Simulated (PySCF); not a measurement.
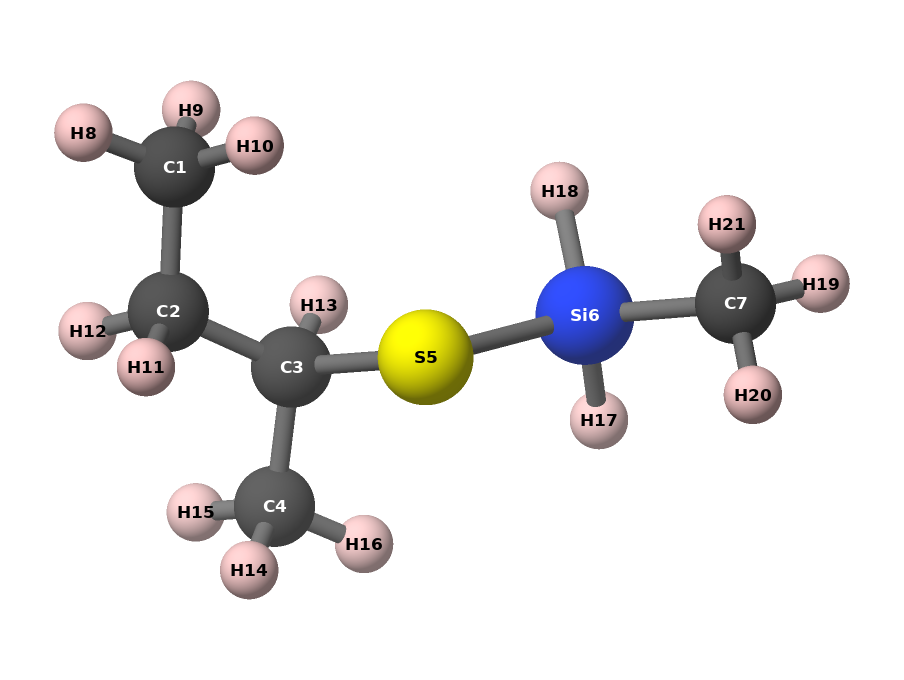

The computed structure is the end point of a PBE0-D3(BJ)/def2-SVP optimisation. No frequency run is at hand to confirm it as a minimum. Method: GIAO PBE0/pcSseg-1 NMR shielding, non-relativistic, gas phase (PySCF 2.14.0), and the same with a continuum solvent (IEF-PCM, Bondi radii x 1.2, gas-phase geometry).

How do dipole (D), HOMO–LUMO gap (eV), σ(S5) (ppm), σ(H13) (ppm), σ(H10) (ppm) change in tetrahydrofuran (ε = 7.4), dichloromethane (ε = 8.9)?

```tsv
medium	dipole (D)	HOMO–LUMO gap (eV)	σ(S5) (ppm)	σ(H13) (ppm)	σ(H10) (ppm)
gas phase	1.05	7.05	633.8	29.13	29.46
tetrahydrofuran	1.51	7.20	641.2	28.92	29.66
dichloromethane	1.54	7.21	641.5	28.91	29.67
```
